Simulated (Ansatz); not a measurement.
# CH4Cl3InO: a spread of methods and bases

How do the results and run time of CH4Cl3InO respond when the settings are drawn wide?

Program: Ansatz 0.2.0, Gaussian basis. Level of theory: the settings change from run to run. These are calculated values, not measurements.

### 1 The molecule

An earlier PBE0-D4 in a triple-zeta def2 set relaxation fixed the geometry. In takes a core potential in def2 sets; no spin-orbit term is included.

10 atoms, charge 0, spin multiplicity 1.

Atoms are counted from 1 here; the program's logs count them from 0.

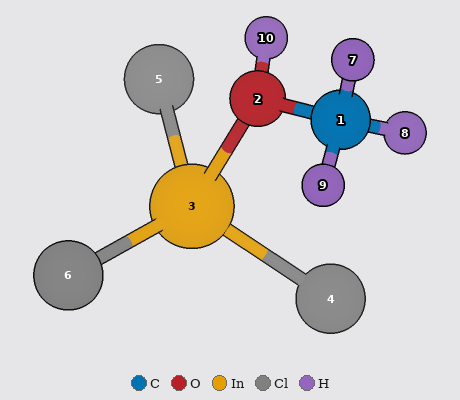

The structure; carbon blue, oxygen red, indium amber, chlorine grey, hydrogen purple; atoms are numbered from 1 in the order of the file.

### 2 SVWN5/ANO-RCC-VTZP

This run has high accuracy.

File in.yaml:

```yaml
crystal:
  periodic: [false, false, false]
  atoms:
    - {symbol: C, position_ang: [0.477719, -1.231054, 0.804559]}
    - {symbol: O, position_ang: [0.759282, 0.035198, 0.192649]}
    - {symbol: In, position_ang: [-0.826292, 1.345446, -0.756070]}
    - {symbol: Cl, position_ang: [-2.348273, -0.328914, -1.276479]}
    - {symbol: Cl, position_ang: [0.700846, 1.973291, -2.396144]}
    - {symbol: Cl, position_ang: [-1.363337, 2.798403, 0.954985]}
    - {symbol: H, position_ang: [1.379530, -1.608501, 1.287268]}
    - {symbol: H, position_ang: [0.102041, -1.944133, 0.069734]}
    - {symbol: H, position_ang: [-0.286521, -1.050931, 1.557283]}
    - {symbol: H, position_ang: [1.488103, -0.040005, -0.434683]}
basis:
  gaussian: {orbitals: ANO-RCC-VTZP}
hamiltonian: {xc: {name: SVWN5}}
accuracy: high
```

Launch:

```sh
> ansatz run in.yaml --threads 4 --pin off --events-out ev --progress --plain --max-ram 11315MiB
```

Standard output:

```text
Functional definition: SVWN5
  name "SVWN5"
  cite "Dirac, Proc. Camb. Phil. Soc. 26, 376 (1930) doi:10.1017/S0305004100016108"
  cite "Slater, Phys. Rev. 81, 385 (1951) doi:10.1103/PhysRev.81.385"
  cite "Vosko, Wilk & Nusair, Can. J. Phys. 58, 1200 (1980) doi:10.1139/p80-159"
  exchange = slater_x
  correlation = vwn5_c
5330 factors; integrals over basis functions are off by at most 4.9e-9 eV
mean field evaluation 1: about -200556.3348 eV, gradient 6.5e1 eV
mean field evaluation 2: about -200535.2177 eV, gradient 1.2e2 eV
mean field evaluation 4: about -200564.7028 eV, gradient 7.7e0 eV
mean field evaluation 8: about -200564.8021 eV, gradient 9.2e-1 eV
mean field evaluation 16: about -200564.8039 eV, gradient 7.1e-5 eV
mean field -200564.80386937 eV, -7370.6205944927 hartree, gradient 2.9e-8 eV, S^2 0.000000; 0 other end points of the search recorded, 0 dependent functions left out
reference -200564.80387821 eV, -7370.6205948174 hartree; 59, 59 occupied and 227, 227 virtual orbitals, 5330 factors
Total energy: -200564.80387821 eV, -7370.6205948174 hartree
Relativity: scalar
```

It took 5.9 min on 4 threads of Intel Xeon at 2.50GHz, shared host; peak memory 3 GiB.

### 3 B3LYP/def2-TZVPP

This run has coordinates scaled by 1.05, the search for lower states set to full.

File in.yaml:

```yaml
crystal:
  periodic: [false, false, false]
  atoms:
    - {symbol: C, position_ang: [0.501605, -1.292607, 0.844787]}
    - {symbol: O, position_ang: [0.797246, 0.036957, 0.202282]}
    - {symbol: In, position_ang: [-0.867606, 1.412718, -0.793874]}
    - {symbol: Cl, position_ang: [-2.465686, -0.345359, -1.340303]}
    - {symbol: Cl, position_ang: [0.735888, 2.071955, -2.515951]}
    - {symbol: Cl, position_ang: [-1.431504, 2.938323, 1.002734]}
    - {symbol: H, position_ang: [1.448506, -1.688926, 1.351631]}
    - {symbol: H, position_ang: [0.107143, -2.041340, 0.073220]}
    - {symbol: H, position_ang: [-0.300847, -1.103477, 1.635147]}
    - {symbol: H, position_ang: [1.562508, -0.042005, -0.456417]}
basis:
  gaussian: {orbitals: def2-TZVPP}
hamiltonian: {xc: {name: B3LYP}}
scf: {lower_state_search: full}
```

Launched as before.

Standard output (excerpt; [...] marks lines left out):

```text
Functional definition: B3LYP
  name "B3LYP"
  cite "Stephens, Devlin, Chabalowski & Frisch, J. Phys. Chem. 98, 11623 (1994) doi:10.1021/j100096a001"
  cite "Becke, Phys. Rev. A 38, 3098 (1988) doi:10.1103/PhysRevA.38.3098"
  cite "Lee, Yang & Parr, Phys. Rev. B 37, 785 (1988) doi:10.1103/PhysRevB.37.785"
  cite "Vosko, Wilk & Nusair, Can. J. Phys. 58, 1200 (1980) doi:10.1139/p80-159"
[...]
1971 factors; their error is unknown
[...]
mean field -45901.05671913 eV, -1686.8327215742 hartree, gradient 4.7e-5 eV, S^2 0.000000; 0 other end points of the search recorded, 0 dependent functions left out
reference -45901.05705661 eV, -1686.8327339767 hartree; 45, 45 occupied and 249, 249 virtual orbitals, 1971 factors
Total energy: -45901.05705661 eV, -1686.8327339767 hartree
```

Wall time 13 s (4 threads of Intel Xeon at 2.50GHz, shared host); peak memory 0.87 GiB.

### 4 B97/STO-3G

Options: unrestricted orbitals, high accuracy.

File in.yaml:

```yaml
crystal:
  periodic: [false, false, false]
  atoms:
    - {symbol: C, position_ang: [0.477719, -1.231054, 0.804559]}
    - {symbol: O, position_ang: [0.759282, 0.035198, 0.192649]}
    - {symbol: In, position_ang: [-0.826292, 1.345446, -0.756070]}
    - {symbol: Cl, position_ang: [-2.348273, -0.328914, -1.276479]}
    - {symbol: Cl, position_ang: [0.700846, 1.973291, -2.396144]}
    - {symbol: Cl, position_ang: [-1.363337, 2.798403, 0.954985]}
    - {symbol: H, position_ang: [1.379530, -1.608501, 1.287268]}
    - {symbol: H, position_ang: [0.102041, -1.944133, 0.069734]}
    - {symbol: H, position_ang: [-0.286521, -1.050931, 1.557283]}
    - {symbol: H, position_ang: [1.488103, -0.040005, -0.434683]}
basis:
  gaussian: {orbitals: STO-3G}
magnetization: {spin_polarized: true, initial_magnetization: 0}
hamiltonian: {xc: {name: B97}}
accuracy: high
```

The command is unchanged.

Standard output (excerpt; [...] marks lines left out):

```text
Functional definition: B97
  name "B97"
  cite "Becke, J. Chem. Phys. 107, 8554 (1997) doi:10.1063/1.475007"
[...]
      + integral(e_c_pw_opposite_spin*poly(b97_u_opposite, cos0, cos1, cos2))
1404 factors; integrals over basis functions are off by at most 1.2e-8 eV
[...]
mean field -194958.24065154 eV, -7164.5831965025 hartree, gradient 8.9e-9 eV, S^2 0.000000; 0 other end points of the search recorded, 0 dependent functions left out
reference -194958.24065308 eV, -7164.5831965591 hartree; 59, 59 occupied and 9, 9 virtual orbitals, 1404 factors
Total energy: -194958.24065308 eV, -7164.5831965591 hartree
```

Wall time 26 s (4 threads of Intel Xeon at 2.50GHz, shared host); peak memory 1.1 GiB.

⟨S²⟩ 0.000.

### 5 PBE/x2c-TZVPPall

Options: D3(BJ) with three-body dispersion.

in.yaml, as its differences from that of step 4:

```diff
@@ -14,5 +14,3 @@
 basis:
-  gaussian: {orbitals: STO-3G}
-magnetization: {spin_polarized: true, initial_magnetization: 0}
-hamiltonian: {xc: {name: B97}}
-accuracy: high
+  gaussian: {orbitals: x2c-TZVPPall}
+hamiltonian: {xc: {name: PBE}, dispersion: d3bjatm}
```

Same command.

Standard output:

```text
Functional definition: PBE
  name "PBE"
  cite "Perdew, Burke & Ernzerhof, Phys. Rev. Lett. 77, 3865 (1996) doi:10.1103/PhysRevLett.77.3865"
  parent pbe
  parameter kappa = 0.804
  parameter beta = 0.06672455060314922
  exchange = pbe_x(kappa = kappa, mu = beta*pi^2/3)
  correlation = pbe_c(beta = beta)
2011 factors; their error is unknown
mean field evaluation 1: about -200835.8140 eV, gradient 6.3e1 eV
mean field evaluation 2: about -200819.1579 eV, gradient 1.1e2 eV
mean field evaluation 4: about -200843.6908 eV, gradient 6.6e0 eV
mean field evaluation 8: about -200843.7578 eV, gradient 2.8e-1 eV
mean field evaluation 16: about -200843.7330 eV, gradient 9.0e-5 eV
mean field -200843.73303748 eV, -7380.8710523554 hartree, gradient 5.7e-5 eV, S^2 0.000000; 0 other end points of the search recorded, 0 dependent functions left out
reference -200843.73308435 eV, -7380.8710540781 hartree; 59, 59 occupied and 245, 245 virtual orbitals, 2011 factors
Total energy: -200844.01383843 eV, -7380.8813716003 hartree
Relativity: scalar
```

Wall time 8.5 s (4 threads of Intel Xeon at 2.50GHz, shared host); peak memory 0.59 GiB.

### 6 B3LYP5/def2-mTZVPP

Set apart from the defaults: the search for lower states set to off.

in.yaml, as its differences from that of step 5:

```diff
@@ -14,3 +14,4 @@
 basis:
-  gaussian: {orbitals: x2c-TZVPPall}
-hamiltonian: {xc: {name: PBE}, dispersion: d3bjatm}
+  gaussian: {orbitals: def2-mTZVPP}
+hamiltonian: {xc: {name: B3LYP5}}
+scf: {lower_state_search: off}
```

Launched as before.

Standard output (excerpt; [...] marks lines left out):

```text
Functional definition: B3LYP5
  name "B3LYP5"
  cite "Stephens, Devlin, Chabalowski & Frisch, J. Phys. Chem. 98, 11623 (1994) doi:10.1021/j100096a001"
  cite "Becke, Phys. Rev. A 38, 3098 (1988) doi:10.1103/PhysRevA.38.3098"
  cite "Lee, Yang & Parr, Phys. Rev. B 37, 785 (1988) doi:10.1103/PhysRevB.37.785"
  cite "Vosko, Wilk & Nusair, Can. J. Phys. 58, 1200 (1980) doi:10.1139/p80-159"
[...]
1791 factors; their error is unknown
[...]
mean field -45891.57299002 eV, -1686.4842009580 hartree, gradient 4.9e-6 eV, S^2 0.000000; 0 other end points of the search recorded, 0 dependent functions left out
reference -45891.57330662 eV, -1686.4842125925 hartree; 45, 45 occupied and 135, 135 virtual orbitals, 1791 factors
Total energy: -45891.57330662 eV, -1686.4842125925 hartree
Checks for a lower state left out: stability, starts, cluster_reference, orbital_swaps, neighbouring_geometries, increment
```

It took 4.5 s on 4 threads of Intel Xeon at 2.50GHz, shared host; peak memory 0.57 GiB.

### 7 PBE-QIDH/def2-SVPD

Options: coordinates scaled by 1.12.

File in.yaml:

```yaml
crystal:
  periodic: [false, false, false]
  atoms:
    - {symbol: C, position_ang: [0.535046, -1.378781, 0.901106]}
    - {symbol: O, position_ang: [0.850396, 0.039421, 0.215767]}
    - {symbol: In, position_ang: [-0.925447, 1.506900, -0.846799]}
    - {symbol: Cl, position_ang: [-2.630065, -0.368383, -1.429656]}
    - {symbol: Cl, position_ang: [0.784948, 2.210086, -2.683681]}
    - {symbol: Cl, position_ang: [-1.526938, 3.134211, 1.069583]}
    - {symbol: H, position_ang: [1.545073, -1.801521, 1.441740]}
    - {symbol: H, position_ang: [0.114286, -2.177429, 0.078102]}
    - {symbol: H, position_ang: [-0.320903, -1.177043, 1.744157]}
    - {symbol: H, position_ang: [1.666675, -0.044805, -0.486845]}
basis:
  gaussian: {orbitals: def2-SVPD}
hamiltonian: {xc: {name: PBE-QIDH}}
output: {forces: true}
```

Launched as before.

Standard output (excerpt; [...] marks lines left out):

```text
Functional definition: PBE-QIDH
  name "PBE-QIDH"
  cite "Brémond, Sancho-García, Pérez-Jiménez & Adamo, J. Chem. Phys. 141, 031101 (2014) doi:10.1063/1.4890314"
  cite "Perdew, Burke & Ernzerhof, Phys. Rev. Lett. 77, 3865 (1996) doi:10.1103/PhysRevLett.77.3865"
[...]
1904 factors; integrals over basis functions are off by at most 1.2e-3 eV
[...]
mean field -45838.21736319 eV, -1684.5234178375 hartree, gradient 9.9e-6 eV, S^2 0.000000; 0 other end points of the search recorded, 0 dependent functions left out
21 core orbitals not correlated: weight in the atoms' cores, before any rotation towards them, 1.000 or more for the frozen orbitals, at most 0.000 for the correlated occupied ones
reference -45838.21738206 eV, -1684.5234185310 hartree; 24, 24 occupied and 143, 143 virtual orbitals, 1904 factors
second order -27.83937100 eV of doubles, -0.00000000 eV of singles
[...]
Atom 0 at     0.535046    -1.378781     0.901106 Å, force    -0.069598    -0.082146     0.058649 eV/Å
Atom 1 at     0.850396     0.039421     0.215767 Å, force     1.545612    -2.663221    -1.459554 eV/Å
Atom 2 at    -0.925447     1.506900    -0.846799 Å, force     0.236855    -0.265892     0.100884 eV/Å
Atom 3 at    -2.630065    -0.368383    -1.429656 Å, force     1.517213     1.624681     0.535272 eV/Å
Atom 4 at     0.784948     2.210086    -2.683681 Å, force    -1.469405    -0.653411     1.644892 eV/Å
Atom 5 at    -1.526938     3.134211     1.069583 Å, force     0.547247    -1.477587    -1.729875 eV/Å
Atom 6 at     1.545073    -1.801521     1.441740 Å, force    -2.612371     1.348059    -1.569837 eV/Å
Atom 7 at     0.114286    -2.177429     0.078102 Å, force     1.178085     2.345668     2.046268 eV/Å
Atom 8 at    -0.320903    -1.177043     1.744157 Å, force     2.340228    -0.245588    -2.389735 eV/Å
Atom 9 at     1.666675    -0.044805    -0.486845 Å, force    -3.213865     0.069437     2.763035 eV/Å
Dipole moment:     0.660442    -0.894580     0.421301 e Å
```

Run time: 34 s. Hardware: 4 threads of Intel Xeon at 2.50GHz, shared host; peak memory 0.75 GiB.

Largest force 4.239 eV/Å, dipole 5.71 D.

### 8 BHLYP/x2c-TZVPPall

Set apart from the defaults: charge -1, multiplicity 2, high accuracy.

File in.yaml:

```yaml
crystal:
  periodic: [false, false, false]
  atoms:
    - {symbol: C, position_ang: [0.477719, -1.231054, 0.804559]}
    - {symbol: O, position_ang: [0.759282, 0.035198, 0.192649]}
    - {symbol: In, position_ang: [-0.826292, 1.345446, -0.756070]}
    - {symbol: Cl, position_ang: [-2.348273, -0.328914, -1.276479]}
    - {symbol: Cl, position_ang: [0.700846, 1.973291, -2.396144]}
    - {symbol: Cl, position_ang: [-1.363337, 2.798403, 0.954985]}
    - {symbol: H, position_ang: [1.379530, -1.608501, 1.287268]}
    - {symbol: H, position_ang: [0.102041, -1.944133, 0.069734]}
    - {symbol: H, position_ang: [-0.286521, -1.050931, 1.557283]}
    - {symbol: H, position_ang: [1.488103, -0.040005, -0.434683]}
basis:
  gaussian: {orbitals: x2c-TZVPPall}
total_charge: -1
magnetization: {spin_polarized: true, initial_magnetization: 1}
hamiltonian: {xc: {name: BHLYP}}
accuracy: high
```

Same command.

Standard output:

```text
Functional definition: BHLYP
  name "BHLYP"
  cite "Becke, J. Chem. Phys. 98, 1372 (1993) doi:10.1063/1.464304"
  cite "Becke, Phys. Rev. A 38, 3098 (1988) doi:10.1103/PhysRevA.38.3098"
  cite "Lee, Yang & Parr, Phys. Rev. B 37, 785 (1988) doi:10.1103/PhysRevB.37.785"
  parameter a = 0.5
  exchange = (1 - a)*b88_x + a*exact_x
  correlation = lyp_c
5180 factors; integrals over basis functions are off by at most 8.1e-8 eV
mean field evaluation 1: about -200869.8587 eV, gradient 2.0e1 eV
mean field evaluation 2: about -200870.5857 eV, gradient 1.8e1 eV
mean field evaluation 4: about -200871.7241 eV, gradient 1.1e0 eV
mean field evaluation 8: about -200871.8965 eV, gradient 2.2e-1 eV
mean field evaluation 16: about -200871.8977 eV, gradient 5.2e-3 eV
mean field evaluation 32: about -200871.8977 eV, gradient 1.3e-7 eV
mean field -200871.89769347 eV, -7381.9060843727 hartree, gradient 5.3e-8 eV, S^2 0.752819; 2 other end points of the search recorded, 0 dependent functions left out
reference -200871.89772586 eV, -7381.9060855628 hartree; 60, 59 occupied and 244, 245 virtual orbitals, 5180 factors
Total energy: -200871.89772586 eV, -7381.9060855628 hartree
Relativity: scalar
```

It took 2.1 min on 4 threads of Intel Xeon at 2.50GHz, shared host; peak memory 3.6 GiB.

⟨S²⟩ 0.753.

### 9 The runs in one table

```tsv
level	charge	multiplicity	geometry	functions	energy (eV)	time
SVWN5/ANO-RCC-VTZP	0	1	relaxed	286	-200564.804	5.9 min
B3LYP/def2-TZVPP	0	1	scaled	294	-45901.057	13 s
B97/STO-3G	0	1	relaxed	68	-194958.241	26 s
PBE/x2c-TZVPPall	0	1	relaxed	304	-200844.014	8.5 s
B3LYP5/def2-mTZVPP	0	1	relaxed	180	-45891.573	4.5 s
PBE-QIDH/def2-SVPD	0	1	scaled	188	-45847.497	34 s
BHLYP/x2c-TZVPPall	-1	2	relaxed	304	-200871.898	2.1 min
```

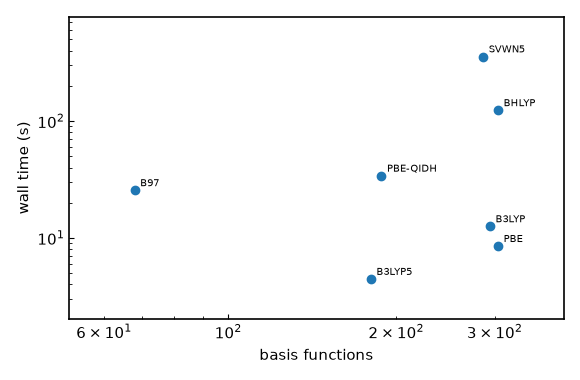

Wall time against the number of basis functions (shared host).

### 10 Outcome

| quantity | value |
| --- | --- |
| runs | 7 |
| quickest | B3LYP5/def2-mTZVPP, 4.5 s |
| slowest | SVWN5/ANO-RCC-VTZP, 5.9 min |
| spread of total energies, same state and geometry | 154952.4 eV |

In words: Run time spans a factor of 80, from B3LYP5/def2-mTZVPP to SVWN5/ANO-RCC-VTZP. The jobs differ in tasks and options as well as level. Total energies at one charge and spin differ by 154952 eV between levels, so only differences within one level mean anything. Some of these runs are scalar-relativistic and others not, which shifts the totals of all-electron atoms past neon by several eV an atom and more; core potentials, where a basis has them, take the core out of the total altogether.
